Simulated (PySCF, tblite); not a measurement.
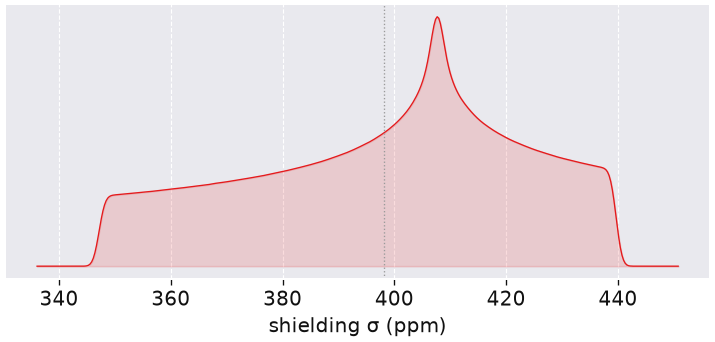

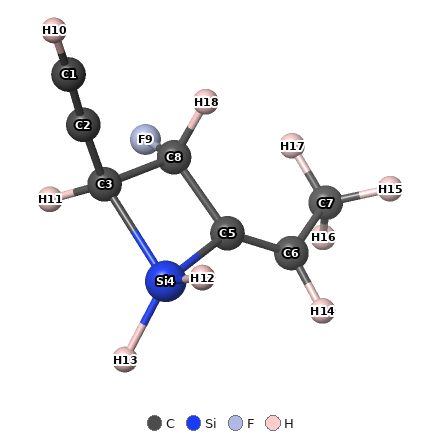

Static powder pattern (²⁹Si) from GIAO shielding tensors of C₇H₉FSi, SMILES C#C[C@@H]1[SiH2]/C(=C/C)[C@H]1F, PBE0/pcSseg-1, PySCF 2.14.0, at a GFN2-xTB geometry (a minimum by its frequencies); absolute shielding, one fixed geometry of the isolated molecule without any motion, no dipolar terms. The dotted line is the isotropic value; skew is 3(σiso − σ22)/span.

The pattern belongs to Si4. Give the principal values, span and skew.

Answer. Si4: σ11, σ22, σ33 = 347, 408, 440 ppm, isotropic 398, span 92 ppm, skew −0.31.

Caveats: the tight-binding geometry is rougher than a DFT one and adds to the error.
